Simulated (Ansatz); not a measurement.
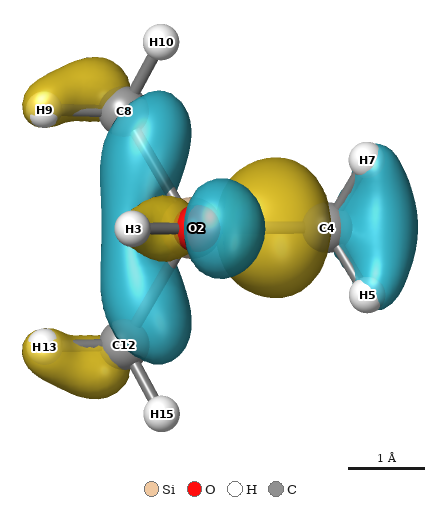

C3H10OSi. The HOMO−1 at ±0.15 Å⁻³ᐟ² (yellow and cyan are the two phases), seen across its widest extent.

All numbers below come from Ansatz 0.2.0, RKS PBE0/def2-SVP.

```json
{"atom": "Si", "x (Å)": "-0.0072", "y (Å)": "-0.0482", "z (Å)": "-0.0322"}
{"atom": "O", "x (Å)": "0.0952", "y (Å)": "-0.2209", "z (Å)": "1.6365"}
{"atom": "H", "x (Å)": "-0.7385", "y (Å)": "-0.2878", "z (Å)": "2.1096"}
{"atom": "C", "x (Å)": "1.7668", "y (Å)": "0.0462", "z (Å)": "-0.6124"}
{"atom": "H", "x (Å)": "2.3176", "y (Å)": "-0.8659", "z (Å)": "-0.3345"}
{"atom": "H", "x (Å)": "1.8250", "y (Å)": "0.1597", "z (Å)": "-1.7064"}
{"atom": "H", "x (Å)": "2.2826", "y (Å)": "0.9037", "z (Å)": "-0.1528"}
{"atom": "C", "x (Å)": "-0.9417", "y (Å)": "1.5238", "z (Å)": "-0.4684"}
{"atom": "H", "x (Å)": "-1.9824", "y (Å)": "1.4936", "z (Å)": "-0.1063"}
{"atom": "H", "x (Å)": "-0.4561", "y (Å)": "2.4063", "z (Å)": "-0.0226"}
{"atom": "H", "x (Å)": "-0.9779", "y (Å)": "1.6732", "z (Å)": "-1.5598"}
{"atom": "C", "x (Å)": "-0.8829", "y (Å)": "-1.5307", "z (Å)": "-0.7876"}
{"atom": "H", "x (Å)": "-1.9246", "y (Å)": "-1.6114", "z (Å)": "-0.4363"}
{"atom": "H", "x (Å)": "-0.9116", "y (Å)": "-1.4556", "z (Å)": "-1.8869"}
{"atom": "H", "x (Å)": "-0.3660", "y (Å)": "-2.4676", "z (Å)": "-0.5262"}
```

Question: What is the character of this orbital?

Answer: It lies mainly on C4 (about 30 %), Si1 (about 20 %), O2 (about 10 %), C8 (about 10 %) and C12 (about 10 %). Its energy is −8.27 eV.
